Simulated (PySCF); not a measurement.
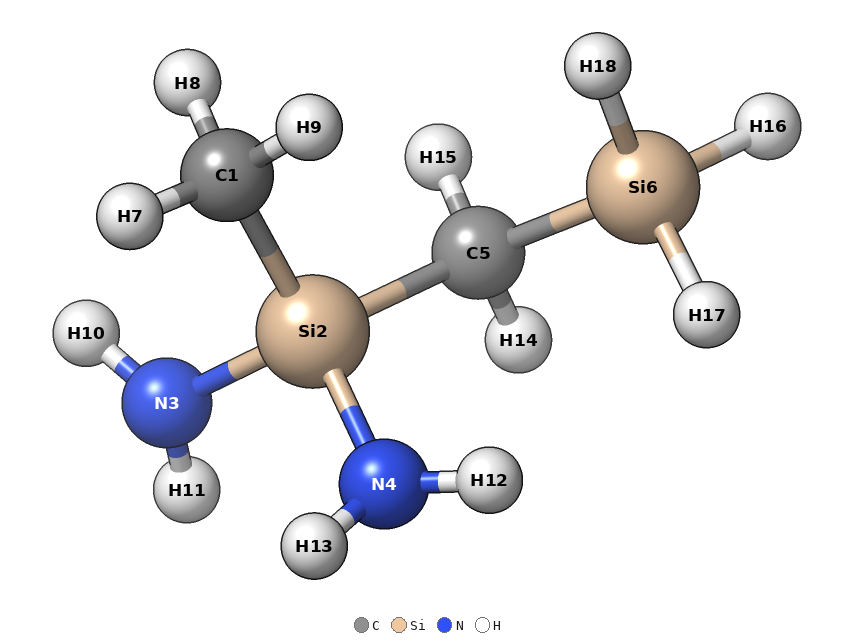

The computed structure is the end point of a PBE0-D3(BJ)/def2-SVP optimisation. No frequency run is at hand to confirm it as a minimum. Electric field gradients from the ground-state density, PBE0/pcSseg-1 (PySCF 2.14.0), non-relativistic apart from any core potentials.

Give the largest field-gradient component, the quadrupole coupling constant and the asymmetry for 14N at N3 (Q = 20.44 mb), 14N at N4 (Q = 20.44 mb), 2H at H7 (Q = 2.86 mb), 2H at H8 (Q = 2.86 mb), 2H at H9 (Q = 2.86 mb), 2H at H10 (Q = 2.86 mb).

```csv
atom,V_zz (a.u.),e²qQ/h (MHz),η
N3,−0.945,−4.54,0.36
N4,−0.935,−4.49,0.35
H7,0.300,0.201,0.03
H8,0.298,0.200,0.02
H9,0.299,0.201,0.02
H10,0.415,0.279,0.17
```
